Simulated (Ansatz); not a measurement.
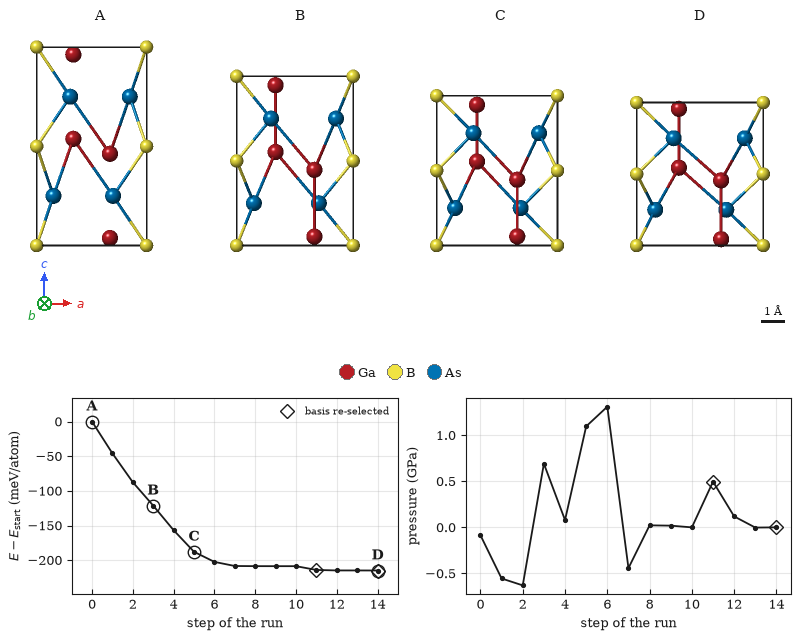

Frames of a relaxation of solid Ga2BAs3 (a generated structure, set up in P6_3/mmc), marked on the history of the run. Style: ball-and-stick. Shown: the cell of the calculation, along the b axis.

The calculation used DFT PBE, scalar-relativistic, plane waves, PAW (Ansatz 0.2.0). Set-up: plane-wave cutoff 420 eV; k-point mesh 12 × 12 × 6; occupations gaussian; smearing width 0.1 eV; no spin polarisation; cell and atoms relaxed; force threshold 0.01 eV/Å; at most 80 steps.

Question: Describe the path.

Answer: The largest moves relative to the cell, 0.070 Å, are those of As atoms. Largest moves by element: As 0.070 Å, Ga 0.041 Å. B stays in place. The drawn cell changes as follows: a = b 5.561 → 6.408 Å (+15.2 %), c 8.701 → 6.270 Å (−27.9 %); the volume changes by −4.3 %. Some distances before and after: Ga–Ga 3.695 → 2.581 Å, As–As 3.018 → 3.600 Å, As–B 2.624 → 2.255 Å, As–Ga 3.050 → 2.779 Å. The space group stays P6_3/mmc (No. 194). After 12 accepted moves (14 points after the start) the energy has fallen by 215 meV per atom. Largest force component: 0.06 eV/Å at the start, 0.0011 eV/Å at the end. The pressure goes from −0.09 to 0.00 GPa. The SCF was repeated twice at an unchanged geometry on a basis and grid sized afresh for the cell, which shifted the energy by 5.5 meV per atom at most. From step 0 to 3: Ga atoms move most (0.11 Å), volume −4.1 %, energy −121 meV per atom. From step 3 to 5: Ga and As atoms move most (0.05 Å), volume −4.9 %, energy −66.6 meV per atom. From step 5 to 14: Ga atoms move most (0.10 Å), volume +4.8 %, energy −27.0 meV per atom.
